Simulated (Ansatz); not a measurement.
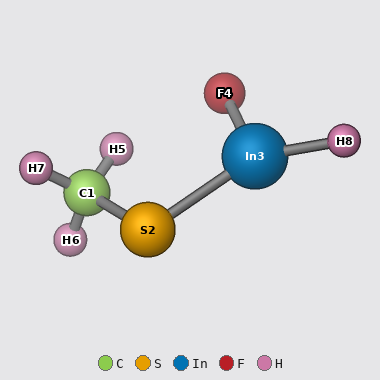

The system is CH4FInS, SMILES C[S][InH][F]; the picture shows the reference structure. 
- The first coordinate is: umbrella angle at In3 (between each of its bonds and their common axis; 90 is planar); the second: change of the bonds In3–S2, In3–F4, In3–H8, all alike.
- Nothing is relaxed (all other coordinates rigid).
- The grid has 13 × 13 points.
- Points are written as (first, second).
- All energies are given in kcal/mol relative to the lowest grid point.
- These are results of RKS SPW92 (LDA)/def2-TZVP in Ansatz, not measurements.

Its coordinates:

```xyz
8

C    -0.2772    1.2893   -0.3904
S     0.5749    0.7590    1.1200
In    0.5062   -1.5427    0.7849
F    -0.4306   -1.7168   -0.9330
H    -0.5771    0.4194   -0.9974
H    -1.1676    1.8667   -0.1048
H     0.4033    1.9283   -0.9704
H     0.9681   -3.0031    1.4911
```

Range: umbrella angle at In3 (between each of its bonds and their common axis; 90 is planar) from 66 to 114°; change of the bonds In3–S2, In3–F4, In3–H8, all alike from −0.219 to 0.339 Å.

Question: Predict the map.

Answer: The lowest grid point is at (90°, 0.013 Å). It is the only kind of minimum in the scanned range. The highest grid point, (66°, −0.219 Å), lies 66.5 kcal/mol above the lowest. Round the minimum the two coordinates are nearly uncoupled.

```csv
"second ↓, first →",66,70,74,78,82,86,90,94,98,102,106,110,114
0.339,48.8,45.2,42.3,40.0,38.4,37.4,37.1,37.4,38.4,40.0,42.3,45.2,48.8
0.292,42.1,38.2,35.1,32.6,30.8,29.8,29.4,29.8,30.8,32.6,35.1,38.2,42.0
0.246,35.9,31.8,28.4,25.7,23.8,22.7,22.3,22.7,23.8,25.7,28.4,31.8,35.9
0.199,30.3,25.9,22.2,19.3,17.3,16.0,15.6,16.0,17.3,19.3,22.2,25.8,30.3
0.153,25.7,20.9,16.9,13.9,11.6,10.3,9.9,10.3,11.6,13.8,16.9,20.9,25.7
0.106,22.2,16.9,12.7,9.3,7.0,5.5,5.0,5.5,6.9,9.3,12.6,16.9,22.1
0.060,20.1,14.5,9.9,6.3,3.7,2.2,1.7,2.2,3.7,6.3,9.9,14.5,20.1
0.013,19.9,13.8,8.8,5.0,2.2,0.6,0.0,0.6,2.2,5.0,8.8,13.8,19.9
−0.033,22.0,15.4,10.1,5.9,2.9,1.1,0.5,1.1,2.9,5.9,10.0,15.4,22.0
−0.080,27.1,19.9,14.1,9.6,6.4,4.5,3.8,4.5,6.4,9.6,14.1,19.9,27.1
−0.126,35.5,27.8,21.5,16.7,13.2,11.1,10.4,11.1,13.2,16.7,21.5,27.8,35.5
−0.173,48.5,40.2,33.4,28.2,24.4,22.2,21.4,22.2,24.4,28.1,33.4,40.1,48.5
−0.219,66.5,57.4,50.2,44.5,40.5,38.1,37.3,38.1,40.5,44.5,50.1,57.4,66.5
```

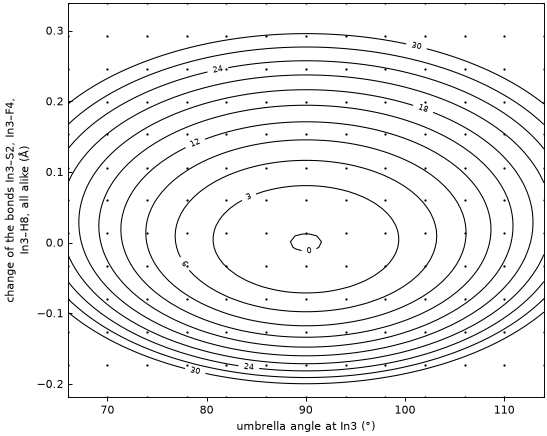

Drawn: contour lines labelled in kcal/mol (none above 30), dots at the grid points. Between grid points the surface is interpolated.

Time for the 169 points that were run: 8.6 min on 1 thread of Intel(R) Xeon(R) Platinum 8488C (Sapphire Rapids), on a shared host.
